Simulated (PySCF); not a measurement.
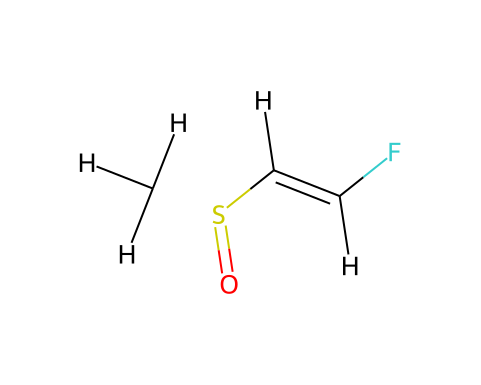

Write the SMILES.

C[S@](=O)/C=C/F

What is the molecular formula?

C3H5FOS.

An optimisation with PBE0-D3(BJ)/def2-SVP gave a structure of which point group?

C1.

More results for the same structure follow; atom numbers are the same in all pictures, views and colours differ. The geometry was computed by an optimisation with PBE0-D3(BJ)/def2-SVP. No frequency run is at hand to confirm it as a minimum.

**Shape**

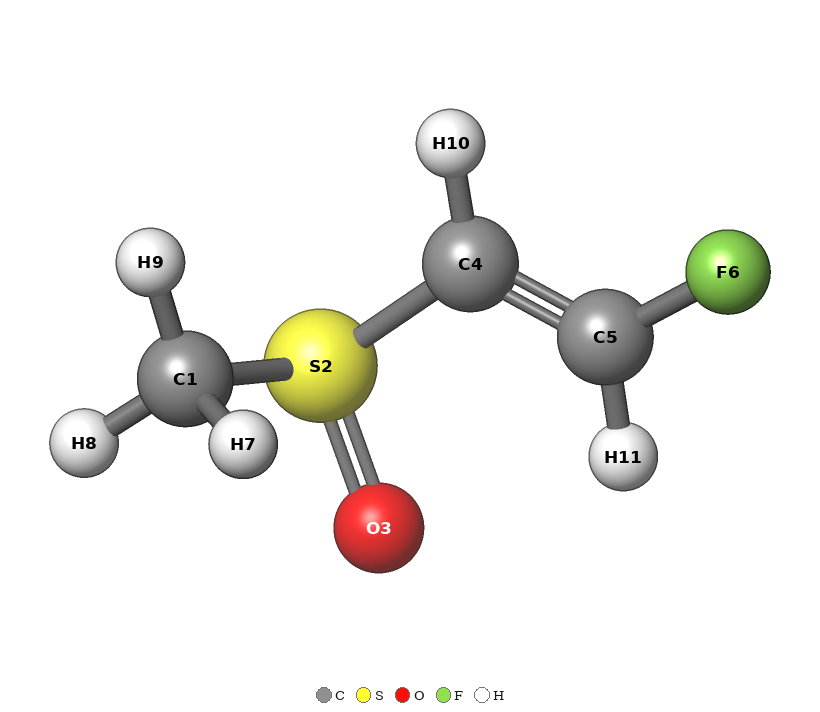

Numbered structure. No frequency run is at hand to confirm it as a minimum.

How are the neighbours of atom 5 arranged?

C5 has 3 neighbours (C4 at 1.33, F6 at 1.32, H11 at 1.10 Å); the arrangement is trigonal planar.

Describe the coordination of atom 1.

C1 has 4 neighbours (S2 at 1.82, H7 at 1.10, H8 at 1.10, H9 at 1.10 Å); the arrangement is tetrahedral.

How are the neighbours of atom 2 arranged?

S2 has 3 neighbours (C1 at 1.82, O3 at 1.50, C4 at 1.79 Å); the arrangement is trigonal pyramidal.

Describe the coordination of atom 4.

C4 has 3 neighbours (S2 at 1.79, C5 at 1.33, H10 at 1.09 Å); the arrangement is trigonal planar.

What is the dihedral angle O3–S2–C4–C5?

8° in size, that is syn (eclipsed).

**Levels of theory compared**

No frequency run is at hand to confirm it as a minimum. Program: PySCF 2.14.0.

At this fixed geometry, give dipole (D) at these levels: PBE0/6-311+G(2d,p); PBE0/6-31G; PBE0/6-31G*; PBE0/STO-3G; PBE0/def2-SVP; PBE0/def2-TZVP.

| level | dipole (D) |
| --- | --- |
| PBE0/6-311+G(2d,p) | 3.40 |
| PBE0/6-31G | 3.74 |
| PBE0/6-31G* | 3.15 |
| PBE0/STO-3G | 2.27 |
| PBE0/def2-SVP | 3.22 |
| PBE0/def2-TZVP | 3.28 |

**NMR shielding**

The questions are on isotropic NMR shieldings of the C atoms. No frequency run is at hand to confirm it as a minimum. Level of theory: GIAO PBE0/6-311+G(2d,p) NMR shielding, non-relativistic, gas phase (PySCF 2.14.0).

Give the isotropic NMR shieldings of the C atoms atom by atom.

```json
{"atom": "C1", "σ (ppm)": "140.8"}
{"atom": "C4", "σ (ppm)": "62.2"}
{"atom": "C5", "σ (ppm)": "22.0"}
```

**Quadrupole coupling**

No frequency run is at hand to confirm it as a minimum. Electric field gradients from the ground-state density, PBE0/6-31G* (PySCF 2.14.0), non-relativistic apart from any core potentials.

Give the largest field-gradient component, the quadrupole coupling constant and the asymmetry for 33S at S2 (Q = −67.81 mb), 17O at O3 (Q = −25.6 mb), 2H at H7 (Q = 2.86 mb), 2H at H8 (Q = 2.86 mb), 2H at H9 (Q = 2.86 mb), 2H at H10 (Q = 2.86 mb).

| atom | V_zz (a.u.) | e²qQ/h (MHz) | η |
| --- | --- | --- | --- |
| S2 | −1.980 | 31.6 | 0.14 |
| O3 | 1.806 | −10.86 | 0.31 |
| H7 | 0.284 | 0.191 | 0.04 |
| H8 | 0.283 | 0.190 | 0.05 |
| H9 | 0.284 | 0.191 | 0.04 |
| H10 | 0.295 | 0.198 | 0.08 |
